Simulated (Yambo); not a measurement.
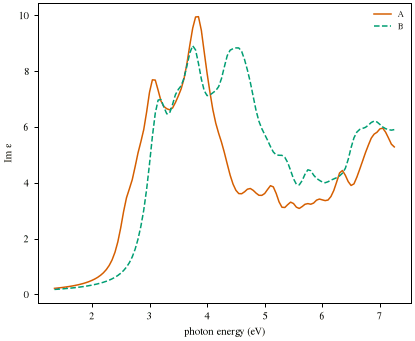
Figure: Two computed absorption spectra of VCu₃S₄ (space group P-43m, No. 215) (Yambo, PBEsol bands with the same scissor, field along x)

### Question
Which curve includes the electron-hole attraction (BSE), and where are its main peaks?

### Answer
Curve A: the attraction moves weight to lower energy (centre of the plotted range 4.6 eV against 4.8 eV). Its peaks lie at 3.0 eV, 3.9 eV, 6.3 eV. Settings: 4×4×4 mesh, 24 valence and 9 conduction bands, static screening with 102 bands and a 3 Ry block, scissor 1.28 eV, Tamm-Dancoff. The scissor comes from a G0W0 run whose convergence isn't established. Broadening 0.15 eV. The band window holds all transitions up to 7.3 eV. Fine structure above the onset can come from the mesh.

Geometry of the Materials Project entry, not relaxed at this level; primitive cell a = b = c = 5.370 Å, α = β = γ = 90.00°.

The runs are not spin-polarised; magnetic order was not tried.
